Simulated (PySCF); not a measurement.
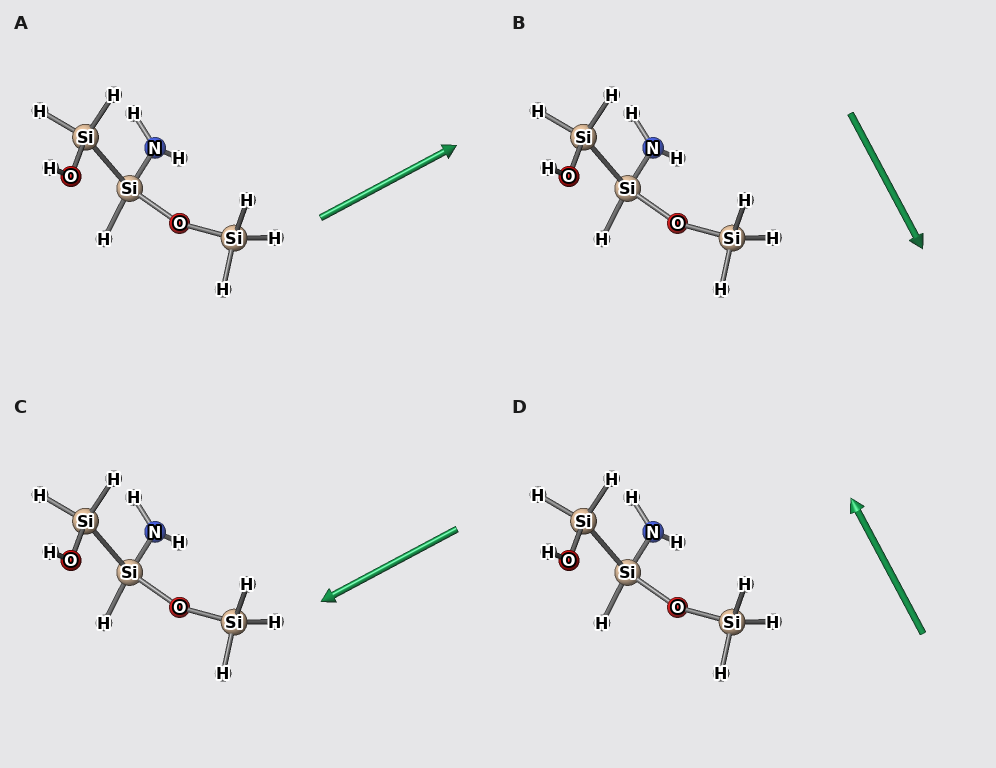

The same molecule four times, each with an arrow. Geometry: a frame of a GFN2-xTB molecular-dynamics simulation, not a minimum. Level of theory: PBE0/pcSseg-1, gas phase (PySCF 2.14.0).

Which arrow points along the dipole moment, from the negative to the positive end?

Answer. D. The dipole moment is 2.27 D.
